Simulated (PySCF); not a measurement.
C$_{7}$H$_{13}$NSi

Input

```
{"job": {"kind": "nmr", "xc": "PBE0", "basis": "pcSseg-1"}, "charge": 0, "multiplicity": 1}
C     -1.936306    -1.692405    -0.414155
C     -0.762977    -1.100648    -0.241853
C      0.250926    -1.636246     0.722577
C     -0.403820     0.135260    -1.013111
C      0.956381     0.025802    -1.748980
Si     1.805093     1.226496    -0.518399
C     -0.065218     1.360063    -0.114997
C     -0.528443     1.334180     1.287733
N      0.178613     1.841264     2.195526
H     -2.213766    -2.581137     0.127898
H     -2.669284    -1.315542    -1.108308
H      0.541136    -0.870975     1.440443
H      1.150423    -1.954460     0.198426
H     -0.151273    -2.489700     1.262987
H     -1.223968     0.354568    -1.702269
H      0.882127     0.422255    -2.760495
H      1.323555    -0.993599    -1.837668
H      2.644448     0.607649     0.500485
H      2.435132     2.411370    -1.098892
H     -0.494119     2.260498    -0.563718
H     -1.511059     0.862105     1.451874
H     -0.218012     1.812586     3.132479
```

Command:

```sh
OMP_NUM_THREADS=1 python probes_run.py task.json out
```

Geometry: GFN2-xTB.

Theory: PySCF 2.14.0, PBE0/pcSseg-1, SCF density, gas phase, non-relativistic.

> Predict the electron density and electron localisation function between the atoms.

C–C (1.33 Å): ρ at the midpoint is about 2.3 e/Å³; the ELF peaks at about 0.95 between the atoms; a multiple bond.
C–C (1.50 Å): ρ is about 1.7 e/Å³ halfway; the ELF peaks at about 0.95 between the atoms (a shared electron pair).
C–H (1.08 Å): ρ at the midpoint is about 2 e/Å³; the ELF climbs to about 1 towards the hydrogen, as it does in any bond to H: a covalent bond by its length.

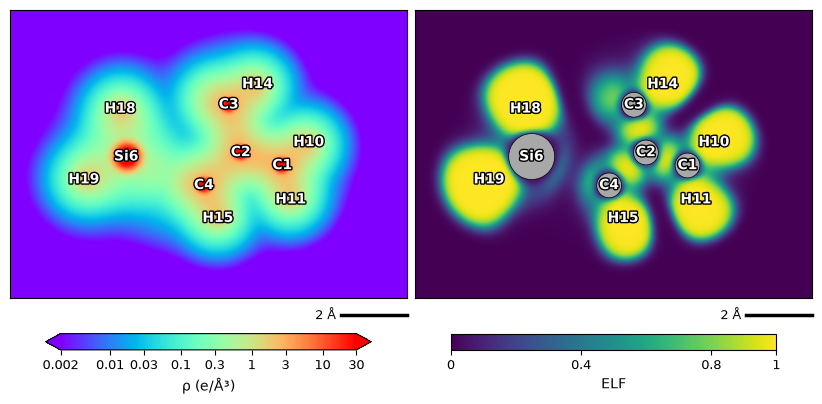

Computed electron density and electron localisation function on the plane of atoms H18, Si6 and H19, in this order. Grey discs cover the atomic cores in the ELF map. 
